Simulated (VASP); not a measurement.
Data:

```xyz
4
Lattice="2.9446 0.0000 0.0000 -1.4723 2.5501 0.0000 0.0000 0.0000 9.2566" Properties=species:S:1:pos:R:3 pbc="T T T"
Nb     0.0000     0.0000     0.0000
Nb     0.0000     0.0000     4.6283
Al     0.0000     1.7000     2.3142
Al     1.4723     0.8500     6.9425
```

These are PBE GGA, VASP's PBE PAW potentials (set 64) (plane waves; VASP) values and carry that method's errors. Numerical set-up: 400 eV cut-off, 13×13×4 Γ-centred mesh, tetrahedra with Blöchl corrections, potentials Nb_sv Al.

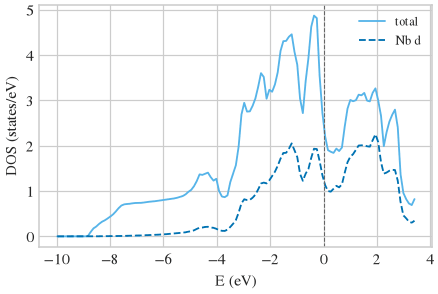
Fig. 1. Total and projected density of states, zero at the Fermi level

Within 2 eV below the Fermi level the largest weight inside VASP's projection spheres is Nb d.

It has no gap at this level: it comes out as a metal or semimetal.

The structure was generated: NbAl was put into the NiAs type type (P6_3/mmc), which need not be its known phase. It was relaxed first, which changed the volume by -38 %.
